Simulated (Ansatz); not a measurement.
# How ionic liquid ethylpyridinium Br- with water changes with density

How do energy, pressure, forces, levels, charges and cost follow the density?

Computed with Ansatz 0.2.0: Kohn-Sham DFT, PBE+D3(BJ), PAW (set soft_2). Every run is a single point, with the atoms held where the recipe put them (cutoff of the plane-wave runs 420 eV, fermi-dirac smearing of 0.05 eV).

First member: 9 ethylpyridinium, 9 Br-, 8 H2O placed at random, at 1.21 g/cm³; overlaps pushed apart, then 10 ps at 700 K with Joung-Cheatham ions (J. Phys. Chem. B 112, 9020 (2008)); MMFF94 bonds, angles, torsions, charges and radii (Halgren, J. Comput. Chem. 17, 490 (1996)) in harmonic and 12-6 forms; SPC/E water (Berendsen, Grigera and Straatsma, J. Phys. Chem. 91, 6269 (1987)); charges of ions scaled by 0.8. Snapshot after 30 ps at 450 K and fixed volume.

Last member: 9 ethylpyridinium, 9 Br-, 8 H2O placed at random, at 1.61 g/cm³; overlaps pushed apart, then 10 ps at 700 K with Joung-Cheatham ions (J. Phys. Chem. B 112, 9020 (2008)); MMFF94 bonds, angles, torsions, charges and radii (Halgren, J. Comput. Chem. 17, 490 (1996)) in harmonic and 12-6 forms; SPC/E water (Berendsen, Grigera and Straatsma, J. Phys. Chem. 91, 6269 (1987)); charges of ions scaled by 0.8. Snapshot after 30 ps at 450 K and fixed volume.

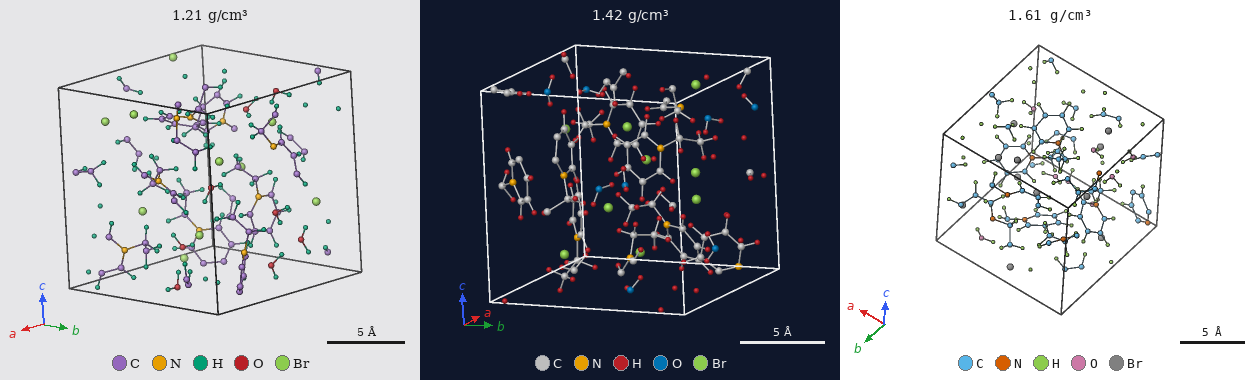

Three members of the series, labelled by density. Bonds to atoms that aren't drawn are left out. Some periodic images of atoms are drawn too.

The members:

| density (g/cm³) | reduced formula | atoms | valence electrons | k-mesh | basis | density (g/cm³) |
| --- | --- | --- | --- | --- | --- | --- |
| 1.209 | H106C63Br9N9O8 | 195 | 514 | 1×1×1 | plane waves | 1.21 |
| 1.276 | H106C63Br9N9O8 | 195 | 514 | 1×1×1 | plane waves | 1.28 |
| 1.343 | H106C63Br9N9O8 | 195 | 514 | 1×1×1 | plane waves | 1.34 |
| 1.424 | H106C63Br9N9O8 | 195 | 514 | 1×1×1 | plane waves | 1.42 |
| 1.504 | H106C63Br9N9O8 | 195 | 514 | 1×1×1 | plane waves | 1.50 |
| 1.612 | H106C63Br9N9O8 | 195 | 514 | 1×1×1 | plane waves | 1.61 |

Each cell is one sample from a classical run, so sample-to-sample scatter enters every column; pressures lack the kinetic term, and hold the strain of bonds inside molecules, whose lengths the classical model set.

The input of the first member, without its atom lines; other members have their own cell and atoms, and may differ in mesh, basis and outputs:

```yaml
crystal:
  lattice:
    - [13.61307, 0.0, 0.0]
    - [0.0, 13.61307, 0.0]
    - [0.0, 0.0, 13.61307]
  atoms:
    [... 195 lines ...]
kpoints:
  mp_grid: { grid: [1, 1, 1] }
hamiltonian:
  xc: pbe
  dispersion: d3bj
scf:
  occupations: { method: fermi_dirac, width: 0.05 }
output:
  forces: true
  stress: true
  populations: intrinsic
  dos:
    method: { smearing: { sigma: 0.15 } }
    de: 0.1
    projected: { site_lists: { Br: [Br], C: [C], H: [H], "N": ["N"], O: [O] } }
  eigenvalues: true
  write_density: true
  write_potential: true
  volumetric_format: npy
```

Predict the trends along the series.

Results; charges are mean intrinsic-atomic-orbital charges in e:

| density (g/cm³) | energy less the first member's (meV/atom) | pressure (GPa) | r.m.s. force (eV/Å) | gap (eV) | q(Br) | q(O) | q(H) |
| --- | --- | --- | --- | --- | --- | --- | --- |
| 1.209 | 0.0 | 1.02 | 0.983 | 0.953 | -0.78 | -0.81 | +0.23 |
| 1.276 | -3.7 | 0.266 | 0.974 | 0.810 | -0.78 | -0.82 | +0.23 |
| 1.343 | -6.6 | 0.708 | 1.04 | 1.07 | -0.75 | -0.83 | +0.23 |
| 1.424 | -6.4 | 1.44 | 1.03 | 1.38 | -0.76 | -0.81 | +0.23 |
| 1.504 | -8.1 | 2.38 | 0.987 | 1.51 | -0.72 | -0.81 | +0.22 |
| 1.612 | -8.4 | 2.55 | 1.11 | 1.16 | -0.74 | -0.79 | +0.22 |

The gap is that between the highest filled and lowest empty Kohn-Sham level on the run's k-points, and semilocal functionals tend to put gaps under measured ones. Atoms aren't relaxed at this level, so pressure against density here is no equation of state.

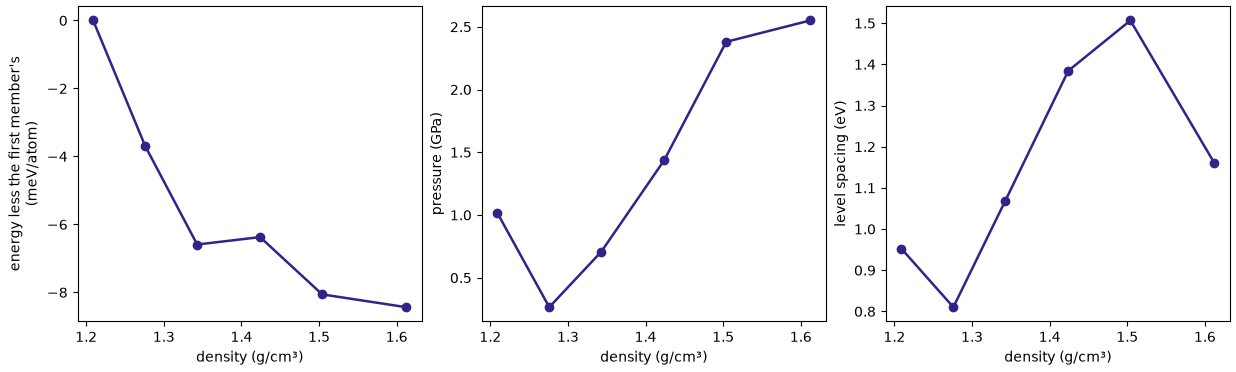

Results against density.

Cost on 8 threads of Intel Xeon Platinum 8488C (Sapphire Rapids), shared host:

| density (g/cm³) | atoms | basis | k-mesh | SCF cycles | time | host memory (GiB) |
| --- | --- | --- | --- | --- | --- | --- |
| 1.209 | 195 | plane waves | 1×1×1 | 10 | 21 s | 3.5 |
| 1.276 | 195 | plane waves | 1×1×1 | 10 | 17 s | 3.3 |
| 1.343 | 195 | plane waves | 1×1×1 | 10 | 17 s | 3.2 |
| 1.424 | 195 | plane waves | 1×1×1 | 10 | 13 s | 3.1 |
| 1.504 | 195 | plane waves | 1×1×1 | 10 | 15 s | 3.0 |
| 1.612 | 195 | plane waves | 1×1×1 | 10 | 14 s | 2.8 |

Times include the outputs that each run asked for, on hosts shared with other jobs.

What the series shows: The energy against the first member is lowest at 1.61 g/cm³ (-8.4 meV/atom) and highest at 1.21 g/cm³ (0.0 meV/atom), falling overall but not at every step; each member is a single configuration. The gap is lowest at 1.28 g/cm³ (0.81 eV) and highest at 1.50 g/cm³ (1.51 eV); in single samples it varies with the configuration. The mean charge on Br lies between -0.78 and -0.72 e, rising overall but not at every step. The pressure is lowest at 1.28 g/cm³ (0.27 GPa) and highest at 1.61 g/cm³ (2.6 GPa), rising overall but not at every step.

**Limits.** The network of contacts between molecules at the start is that of the classical potential that made the cell, and needn't be the one that DFT or experiment would give. The cells aren't relaxed by DFT, which could reorder their energies.

[Logs are printed without paths, hosts, clocks, repeated set-up lines and the standing remarks that a program may print on its own settings, such as how far it seeks lower states.]

[Hosts, paths, dates, database ids (printed as entryN), source tags and the programs' standing remarks are cut or masked in the printed files.]

[The MMFF94 radii named for the starting cell were scaled by 0.96; in molecules described by MMFF94, hydrogen bound to N, O or S took a small fixed 12-6 site in their place.]
